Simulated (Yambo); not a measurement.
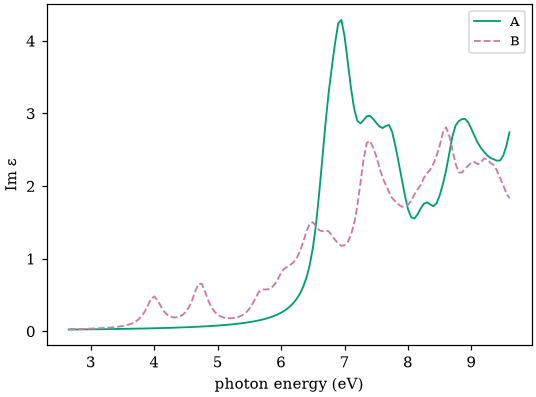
Figure: Two computed absorption spectra of CsLiMoO4 (space group F-43m, No. 216) (Yambo, LDA bands with the same scissor, field along x)

Q: Which curve includes the electron-hole attraction (BSE)?

A: Curve B: the attraction moves weight to lower energy (centre of the plotted range 7.7 eV against 7.9 eV). Settings: 4×4×4 mesh, 12 valence and 11 conduction bands, static screening with 77 bands and a 3 Ry block, scissor 2.02 eV, Tamm-Dancoff. The scissor comes from a G0W0 run whose convergence isn't established. Broadening 0.15 eV. The band window holds all transitions up to 10.8 eV. On this mesh the peak heights and the fine structure are mesh artefacts; only the shift of weight is robust.

Spin-orbit coupling is not included.

Geometry of the Materials Project entry, not relaxed at this level; primitive cell a = b = c = 5.934 Å, α = β = γ = 60.00°.

The structure is a Materials Project entry; no match was found in the copy of COD used, and its stability was not checked.
